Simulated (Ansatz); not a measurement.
**CH8BGaSn: how energies converge with the basis set**

How large a basis does CH8BGaSn need? Two functionals are run in growing sets.

Computed with Ansatz 0.2.0, Gaussian basis. Level: one geometry, several basis sets.

The runs, in order: PBE0-D4/def2-SVP; ωB97M-V/def2-SVP; PBE0-D4/def2-QZVPP; ωB97M-V/def2-QZVPP; the functionals' def2-TZVPP values are taken from earlier runs.

**1. The geometry**

An earlier PBE0-D4 in a triple-zeta def2 set relaxation fixed the geometry. Sn takes the def2 core potential; no spin-orbit term is included.

SMILES `C[BH][SnH2][GaH2]`, 12 atoms, charge 0, spin multiplicity 1.

Atoms are counted from 1 here; the program's logs count them from 0.

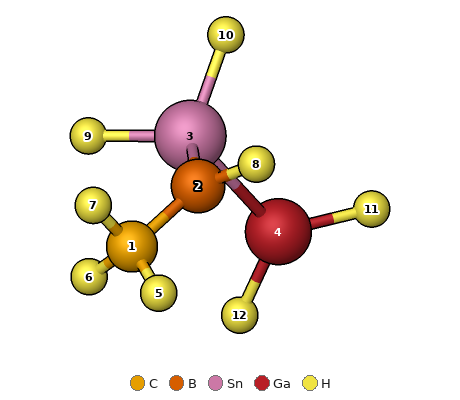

The geometry (carbon amber, boron orange, tin pink, gallium red, hydrogen yellow); atoms are numbered from 1 in the order of the file.

Coordinates:

```xyz
12
CH8BGaSn
C    -0.98342    1.99798   -0.12975
B    -0.38055    0.93935    0.82704
Sn    1.23220   -0.49463    0.20572
Ga    0.15088   -2.74881   -0.58449
H    -2.05187    2.17287    0.02917
H    -0.77779    1.87147   -1.19324
H    -0.49233    2.93811    0.17751
H    -0.78018    0.87287    1.95547
H     2.14544    0.14099   -1.10191
H     2.34100   -0.82249    1.46991
H    -0.00183   -3.97057    0.39714
H    -0.40154   -2.89715   -2.05259
```

**2. PBE0-D4 in def2-SVP**

in.yaml

```yaml
crystal:
  periodic: [false, false, false]
  atoms:
    - {symbol: C, position_ang: [-0.983421, 1.997977, -0.129746]}
    - {symbol: B, position_ang: [-0.380552, 0.939346, 0.827036]}
    - {symbol: Sn, position_ang: [1.232203, -0.494627, 0.205719]}
    - {symbol: Ga, position_ang: [0.150877, -2.748807, -0.584494]}
    - {symbol: H, position_ang: [-2.051873, 2.172875, 0.029172]}
    - {symbol: H, position_ang: [-0.777791, 1.871470, -1.193235]}
    - {symbol: H, position_ang: [-0.492328, 2.938105, 0.177508]}
    - {symbol: H, position_ang: [-0.780179, 0.872875, 1.955472]}
    - {symbol: H, position_ang: [2.145443, 0.140988, -1.101906]}
    - {symbol: H, position_ang: [2.341003, -0.822493, 1.469912]}
    - {symbol: H, position_ang: [-0.001825, -3.970571, 0.397142]}
    - {symbol: H, position_ang: [-0.401537, -2.897149, -2.052588]}
basis:
  gaussian: {orbitals: def2-SVP}
hamiltonian: {xc: pbe0, dispersion: d4}
output: {orbitals: {seedname: orbitals}}
```

Command:

```console
$ ansatz run in.yaml --threads 2 --pin off --events-out ev --progress --plain --max-ram 32768MiB --backend cpu
```

The runs that follow: ωB97M-V in def2-SVP; PBE0-D4 in def2-QZVPP; ωB97M-V in def2-QZVPP.

Before running them: what should the planned runs give, taken together? Wanted: PBE0-D4: double and triple zeta above quadruple; ωB97M-V: double and triple zeta above quadruple.

**Answer**, as computed:

| quantity | value |
| --- | --- |
| PBE0-D4: double and triple zeta above quadruple | 10.26, 1.35 eV |
| ωB97M-V: double and triple zeta above quadruple | 10.42, 1.32 eV |

What this shows: PBE0-D4 gains 8.91 eV from double to triple zeta, then 1.35 eV more. Total energies overstate the basis error of differences, where much of it tends to cancel.
